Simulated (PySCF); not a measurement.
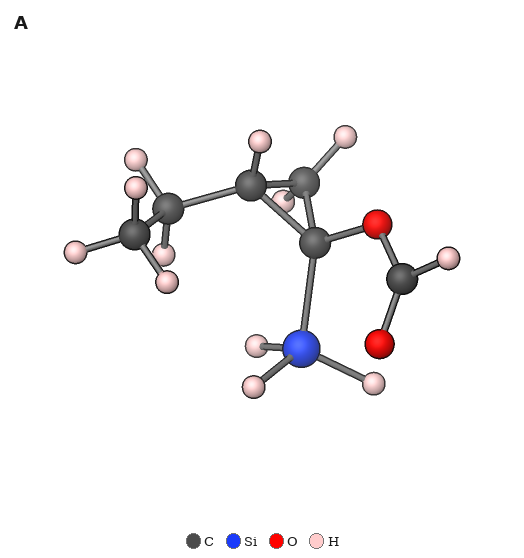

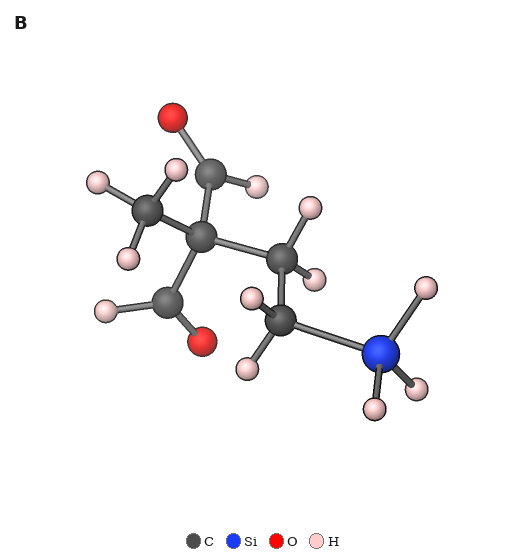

2 stationary structures of one formula. Geometries: GFN2-xTB. Electronic energies: PBE0/pcSseg-1 (PySCF 2.14.0), without zero-point energy. No frequency run is at hand to confirm each as a minimum. Each is one conformer, not always the lowest.

Question: Rank them by energy, lowest first.

Answer: B is lowest; A lies 0.117 eV above it. A is `CC[C@@H]1C[C@@]1([SiH3])OC=O`, B is `CC(C=O)(C=O)CC[SiH3]`.

The geometry is semi-empirical. Around Si such bond lengths and angles can be off by a tenth of an ångström or more and by several degrees, and values that hang on the shape move with them.
